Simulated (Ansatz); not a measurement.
Re, as given below.

```
Re
1.0
     2.77747    0.00000    0.00000
    -1.38874    2.40536    0.00000
     0.00000    0.00000    4.48249
Re
2
Direct
  0.33333 0.66667 0.75000
  0.66667 0.33333 0.25000
```

It is based on coordinates from a relaxation at fixed volume with DFT PBE, spin-orbit coupling, plane waves, PAW (Ansatz 0.2.0).

Where will the first 3 clear peaks of its X-ray PDF lie (peak width σ = 0.10 Å), and from which pairs do they come?

Answer. 1. 2.77 Å: Re–Re at 2.76–2.78 Å
2. 3.91 Å: Re–Re at 3.91 Å
3. 4.80 Å: Re–Re at 4.80–4.81 Å

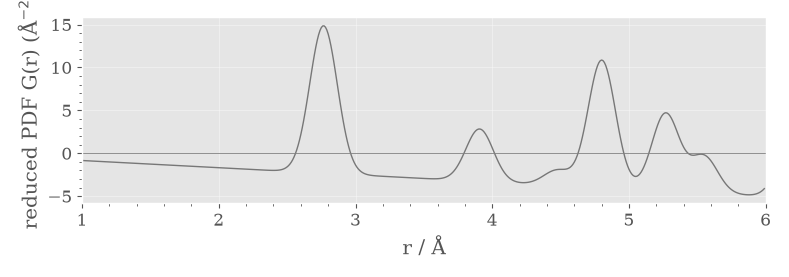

The curve is a calculated X-ray PDF: distances of the static structure, each pair weighted by the product of the atomic numbers (X-ray weights at Q = 0), broadened by Gaussians with σ = 0.10 Å, damped by exp(−(Q_damp r)²/2) with Q_damp = 0.020 Å⁻¹.
